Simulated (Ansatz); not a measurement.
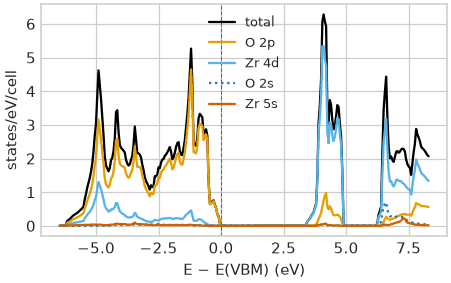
Fig. 1. Total and projected density of states of ZrO2 (fluorite, space group No. 225), LDA in the plane-wave PAW code Ansatz

Problem. Which orbitals carry the states next to the gap?

Solution. Top 1 eV of the valence band: O 2p 93 %. Bottom 1 eV of the conduction band: Zr 4d 86 %, O 2p 12 %. Projections are on Löwdin-orthogonalised atomic valence shells; empty p or d shells of many metals are not among them.

Problem. Where is the tallest occupied peak in this window, and what makes it?

Solution. Near -1.2 eV, about 5.3 states/eV per cell; the largest projected share is O 2p.

Space group Fm-3m (fluorite). This is a known high-temperature phase of the composition, computed here at zero pressure and temperature. The cell was relaxed with LDA under the symmetry of its start; its stability against distortions is not shown here. No spin polarisation was allowed. Spin–orbit coupling is left out wherever it is not named.

Potentials: the later of the program's two PAW sets.
